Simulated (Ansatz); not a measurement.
F5H3NW (doublet)

```csv
atom,x (Å),y (Å),z (Å)
W,0.0169,-0.0214,0.1941
H,-0.3930,0.9189,2.9188
F,1.8213,0.1309,0.5296
F,-0.1141,1.8649,0.1512
F,-1.7964,-0.1376,0.4870
F,0.1601,-1.9009,0.3705
F,0.0318,-0.1222,-1.6586
N,-0.0323,0.0536,2.4872
H,-0.5974,-0.7062,2.8436
H,0.9030,-0.0800,2.8466
```

Core potentials replace the inner electrons of W; not at a stationary point (largest force 1.0 eV/Å).

All numbers below come from UHF/def2-SVP (Ansatz 0.2.0).

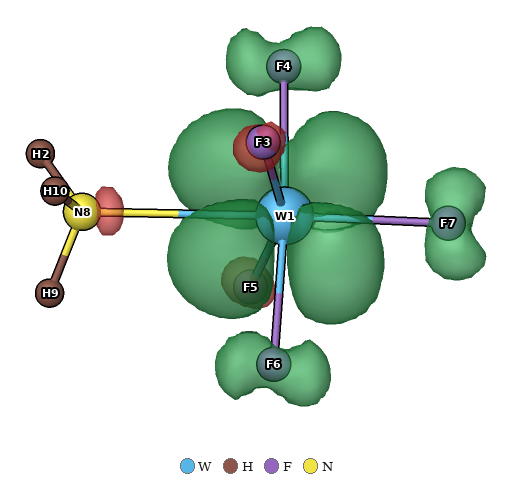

Figure 1. Isosurfaces of the spin density at +0.03 (green) and −0.03 e/Å³ (red), seen at a tilt.

> Which atoms carry the spin?

The unpaired spin (1 electron) lies mostly on W1 (about 0.8), in electrons by Hirshfeld's partition.

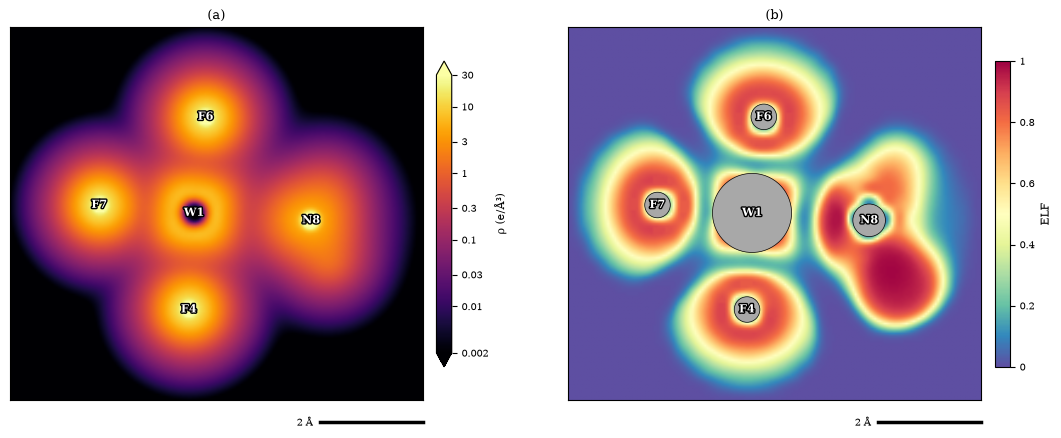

Figure 2. (a) electron density; (b) ELF on the plane of atoms F4, W1 and N8. Grey discs cover the atomic cores in the ELF map.

> Describe what can be read from this map.

The plane passes through W, F and N nuclei.
W–F (1.86 Å): ρ at the midpoint is about 1 e/Å³; the ELF peaks at about 0.85 in the valence shell of F, 0.6 Å from its nucleus, and drops to about 0.15 between the two atoms.
W–N (2.29 Å): the density is about 0.45 e/Å³ at the midpoint; the ELF peaks at about 0.95 in the valence shell of N, 0.7 Å from its nucleus, and is about 0.20 at the midpoint.
W–F (1.89 Å): the density is about 0.98 e/Å³ at the midpoint; the ELF peaks at about 0.85 in the valence shell of F, 0.6 Å from its nucleus, and drops to about 0.20 between the two atoms.

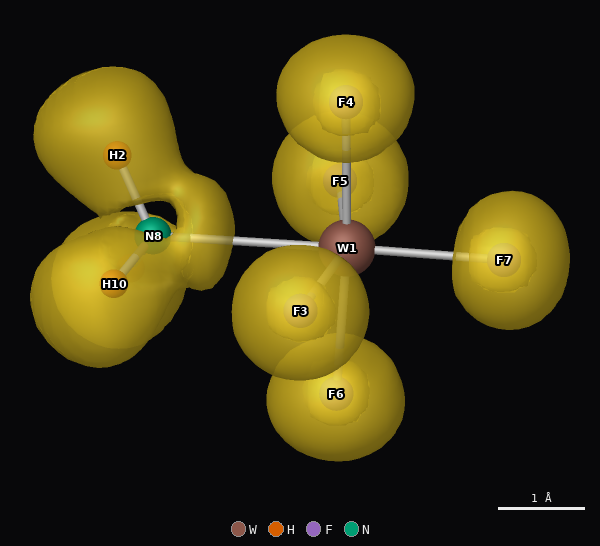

Figure 3. Isosurface of the electron localisation function at 0.75 (yellow), seen at a tilt. Core shells and regions of very low density are left out.

> What do the ELF domains correspond to?

The surface consists of five regions wrapped around F (the valence shell of each) and one joined region spread over several atoms (H, N), in which their bonds and any lone pairs are merged.


W–F (1.84 Å): the ELF peaks at about 0.85 in the valence shell of F, 0.6 Å from its nucleus, and drops to about 0.20 between the two atoms.
